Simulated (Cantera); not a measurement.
Feed: 1 mol SiHCl3, 7.5 mol H2, equilibrated at 30000 Pa.

Equilibrium computed with Cantera from the NASA thermochemical tables; the gas is ideal and each condensed phase is pure. Candidate condensed phases: Si; 19 gas species. The tables' values for SiCl3, SiCl are old estimates; treat these amounts as uncertain. Gases not in the tables: Si2H6 and higher silanes. The numbers say what is thermodynamically allowed, not how fast it happens.

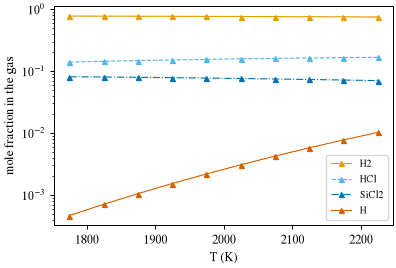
Fig. 1. Equilibrium gas composition (values under 1e-9 drawn at 1e-9)

From 1775 K to 2225 K the condensed part is Si(l). The main Si-bearing gas is SiCl2 throughout. The share of Si in condensed phases is highest at 2225 K (28.1 %) and lowest at 1775 K (18.6 %).
